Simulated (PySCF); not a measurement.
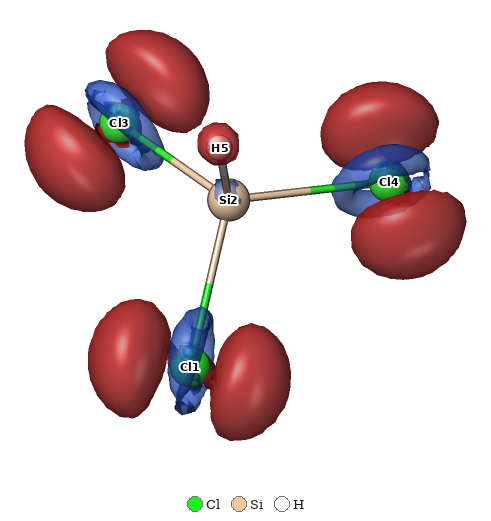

Cl₃HSi, SMILES `Cl[SiH](Cl)Cl`. Fukui function f⁻ = ρ(N) − ρ(N−1) at fixed geometry, surfaces at ±0.04 e/Å³ (red positive, blue negative).

PySCF calculation, B3LYP/def2-SVP, gas phase; geometry: GFN2-xTB. No frequency check shows the geometry to be a minimum. GFN2-xTB bond lengths at metals and heavier atoms can be off by up to 0.1 Å and shapes distorted, which carries into these values.

Cartesian coordinates (Å):

```
Cl1     -0.5085    1.8272    0.1730
Si2      0.0002   -0.0008   -0.4924
Cl3     -1.3287   -1.3533    0.1734
Cl4      1.8370   -0.4731    0.1734
H5      -0.0003   -0.0020   -1.9431
```

**Which atoms respond most to the removal of an electron?**

f⁻ (Hirshfeld-condensed) is largest on Cl1, Cl3 and Cl4 (0.29 each); the vertical ionisation energy is 11.29 eV. Condensed values hint at sites of electrophilic attack but needn't mark the atom that reacts. Orbital relaxation makes it negative in places (0.12 e in all).
